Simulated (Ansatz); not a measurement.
**ClMoO3 (charge −1): density, localisation and related maps**

```tsv
atom	x (Å)	y (Å)	z (Å)
Mo	0.0609	0.1054	0.0438
O	0.0704	0.0865	1.7701
O	1.6847	0.1153	-0.5423
O	-0.7624	1.5168	-0.5134
Cl	-1.0536	-1.8240	-0.7581
```

Geometry: r2SCAN-D4/def2-SVPD; core potentials replace the inner electrons of Mo.

Level of theory: Ansatz 0.2.0, RKS PBE0-D4/def2-TZVPD.

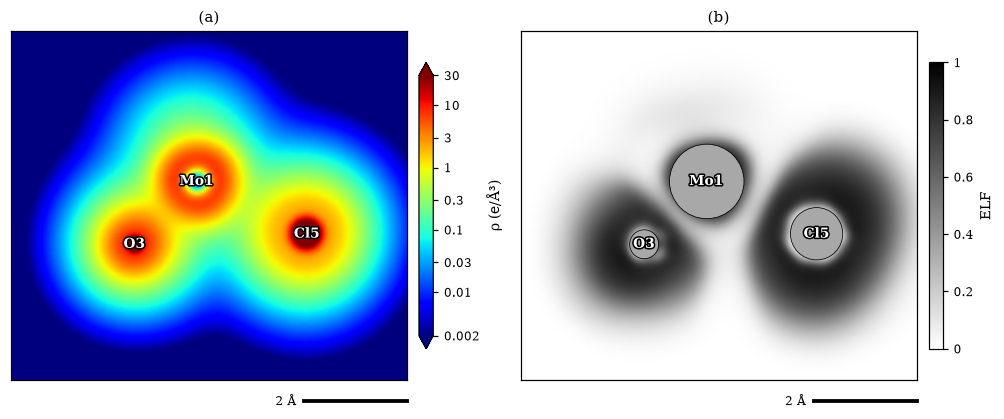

Figure 1. (a) electron density; (b) electron localisation function on the plane of atoms O3, Mo1 and Cl5. Grey discs cover the atomic cores in the ELF map.

Read the bonding off the picture.

Answer.
- Atoms in the plane: Mo, O and Cl.
- Mo–O (1.73 Å): ρ at the midpoint is about 1.7 e/Å³; the ELF peaks at about 0.80 in the valence shell of O, 0.5 Å from its nucleus, and drops to about 0.35 between the two atoms.
- Mo–Cl (2.37 Å): the density is about 0.58 e/Å³ at the midpoint; the ELF peaks at about 0.85 in the valence shell of Cl, 0.8 Å from its nucleus, and is about 0.40 at the midpoint.

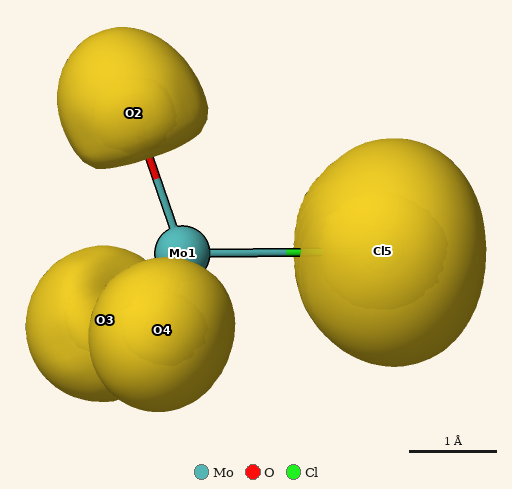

Figure 2. Isosurface of the electron localisation function at 0.75 (yellow), seen at a tilt. Core shells and regions of very low density are left out.

Where are the electrons localised?

Answer. The surface consists of one region wrapped around Cl (its valence shell) and three regions wrapped around O (the valence shell of each).

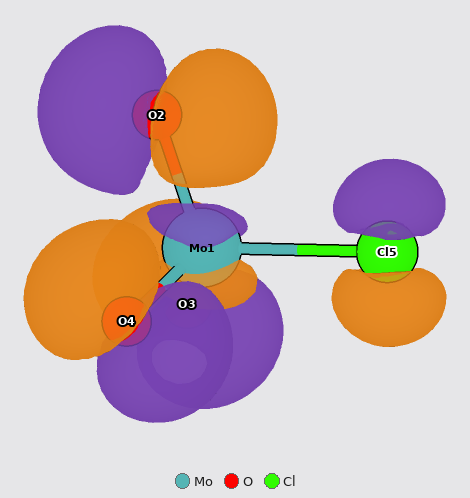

Figure 3. The HOMO−1 at ±0.08 Å⁻³ᐟ² (orange and purple are the two phases), seen at a tilt.

What is the character of this orbital?

Answer. By Hirshfeld shares it lies mainly on O2 (about 35 %), O3 (about 25 %), O4 (about 25 %) and Mo1 (about 10 %); largely a combination of lone pairs on O2, O3 and O4. It is one of a degenerate set, so its orientation is arbitrary. Its energy is −3.91 eV.

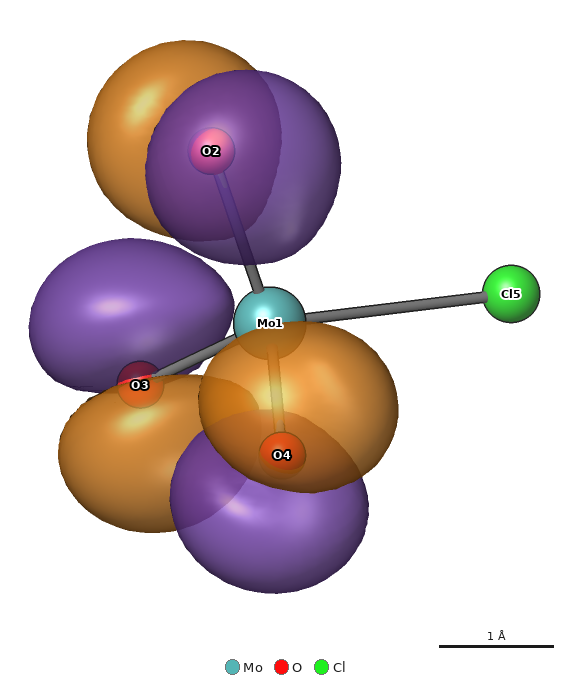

Figure 4. The HOMO at ±0.1 Å⁻³ᐟ² (orange and purple are the two phases), seen at a tilt.

Describe this orbital and give its energy.

Answer. By Hirshfeld shares it lies mainly on O2 (about 30 %), O3 (about 30 %) and O4 (about 30 %); largely a combination of lone pairs on O2, O3 and O4. Its energy is −3.70 eV.
